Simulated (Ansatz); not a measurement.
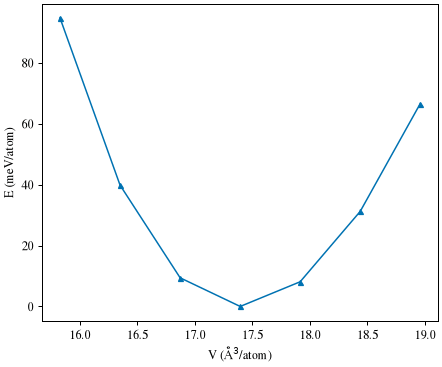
Figure: Ta3Ge in space group Fm-3m (No. 225; Ge on 4a, Ta on 4b, Ta on 8c) under volume change, plane-wave PAW PBE (Ansatz code), scaled uniformly.

Q: What does a third-order Birch–Murnaghan fit give for V₀, B₀ and B′?

A: V₀ = 17.40 Å³/atom, B₀ = 178 GPa, B′ = 4.6.

The cell is a constructed one: a structure type filled with these elements; neither database checked (COD, Materials Project) lists it. Its standing as an ambient phase is unchecked. Symmetry was held in the PBE relaxation; whether a distortion lowers the energy is not shown. No spin polarisation was allowed. Scalar-relativistic: spin–orbit coupling is off unless named, which matters more the heavier the elements.

Potentials: the later of the program's two PAW sets.
